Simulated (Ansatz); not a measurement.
## CdSe (zinc blende), frozen-phonon scan

Relaxed CdSe (zinc blende):

```
CELL_PARAMETERS angstrom
      0.00000     6.19627     6.19627
      3.09814     3.09814     6.19627
      3.09814     3.09814     0.00000
ATOMIC_POSITIONS crystal
  Se 0.00000 0.75000 0.75000
  Se 0.50000 0.75000 0.75000
  Cd 0.00000 0.00000 0.00000
  Cd 0.50000 0.00000 0.00000
```

The atoms are displaced by Q × the pattern below (from a DFPT mode at X = (0.5, 0.5, 0.0), largest move 1; Q in Å), at fixed cell. It is one choice among 2 degenerate patterns. (q is in reciprocal vectors of the primitive cell; the cell shown is doubled to hold the pattern.)

```
atom       x       y      z
----  ------  ------  -----
Se1    0.000  -1.000  0.000
Se2    0.000   1.000  0.000
Cd3    0.488   0.000  0.000
Cd4   -0.488   0.000  0.000
```

These are PBE (plane waves to 420 eV, PAW, scalar-relativistic; Ansatz, an electronic-structure program) values and carry that method's errors. k mesh 9×9×9 (Γ-centred), Fermi-Dirac smearing 0.05 eV. The energy includes the smearing's −TS. Stress and pressure are positive under compression. CdSe was relaxed with its symmetry unable to fall. ΔE is measured from the undisplaced structure.

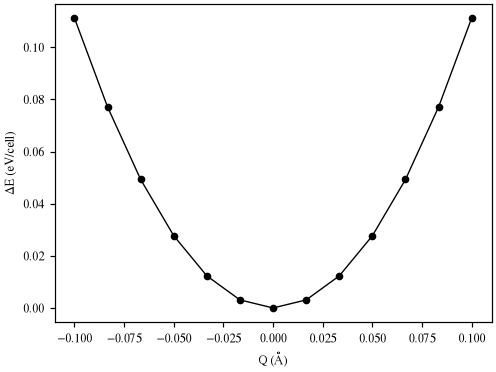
Figure. ΔE (eV/cell) against Q (Å); markers are the computed points, lines only join them.

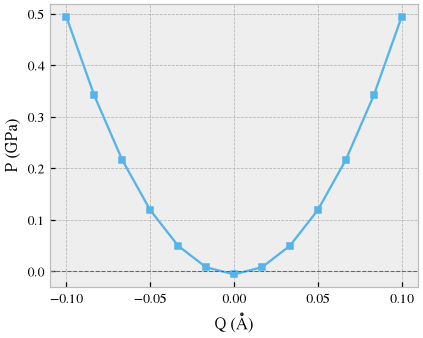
Figure. P (GPa) against Q (Å); markers are the computed points, lines only join them.

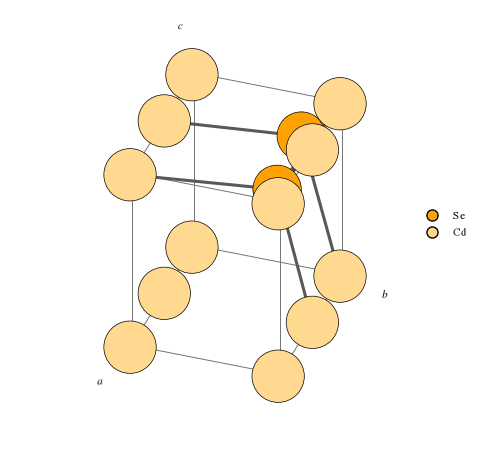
The cell of the calculation at Q = -0.100 Å.

The energy at Q = 0.100 Å is 111.2 meV/cell. Harmonic wavenumber from the curvature (finite differences): 169 cm⁻¹. Symmetry of the curve: even: the same for both signs. Wavenumber by perturbation theory (DFPT, on another k mesh): 169 cm⁻¹. Space group of the distorted cell: C222_1 (No. 20), lowered from F-43m.

E″ = 22.12 eV/Å², M = Σ mᵢ|uᵢ|² = 211.5 u, ν̃ = 521.5·√(|E″|/M).

(A displaced cell: forces are minus the slopes of the energy, force constants its curvatures, and phonons follow from these.)
